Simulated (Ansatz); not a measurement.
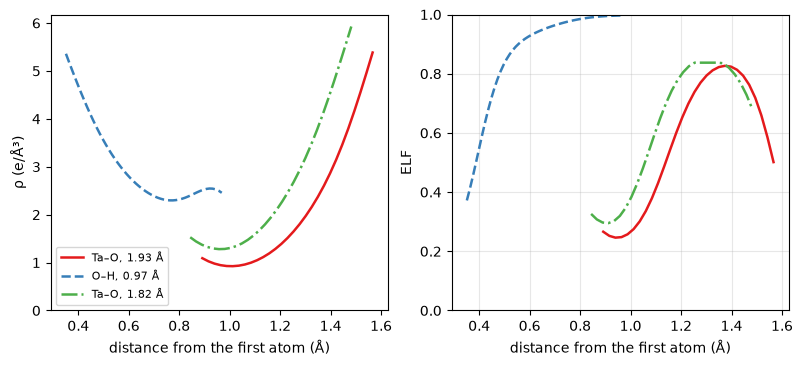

Figure. H$_{2}$O$_{4}$Ta (doublet). Electron density and ELF along straight lines between neighbouring atoms. The curves leave out the atomic cores.

Geometry: PBE-D4/def2-SVPD; ⟨S²⟩ = 0.80, above the pure value of 0.75; core potentials replace the inner electrons of Ta.

These are results of UKS PBE0-D4/def2-TZVPD in Ansatz, not measurements.

Input

```
crystal:
  periodic: [false, false, false]
  atoms:
    - {symbol: Ta, position_ang: [0.186917, 0.040344, 0.144388]}
    - {symbol: O, position_ang: [0.318314, 0.372096, 1.934178]}
    - {symbol: O, position_ang: [1.980410, 0.120747, -0.177482]}
    - {symbol: O, position_ang: [-0.796975, 1.407970, -0.792780]}
    - {symbol: H, position_ang: [-0.757668, 2.371311, -0.884727]}
    - {symbol: O, position_ang: [-0.557607, -1.697046, -0.234925]}
    - {symbol: H, position_ang: [-0.373390, -2.615433, 0.011350]}
basis:
  gaussian: {orbitals: def2-TZVPD, initial_orbitals: start.molden}
magnetization: {spin_polarized: true, initial_magnetization: 1}
hamiltonian: {xc: pbe0, dispersion: d4}
scf: {omitted_lower_state_checks: [starts]}
output: {orbitals: {seedname: orbitals}}
```

Run with:

```sh
ansatz run in.yaml --threads 4 --pin off --events-out ev --progress --plain --max-ram 3916MiB
```

What can be read from the curves?

Answer. Ta–O (1.93 Å): ρ at the midpoint is about 0.95 e/Å³; the ELF peaks at about 0.85 in the valence shell of O, 0.6 Å from its nucleus, and drops to about 0.25 between the two atoms.
O–H (0.97 Å): the density is about 3.7 e/Å³ at the midpoint; the ELF climbs to about 1 towards the hydrogen, as it does in any bond to H: a covalent bond by its length.
Ta–O (1.82 Å): the density is about 1.3 e/Å³ at the midpoint; the ELF peaks at about 0.85 in the valence shell of O, 0.6 Å from its nucleus, and drops to about 0.30 between the two atoms.
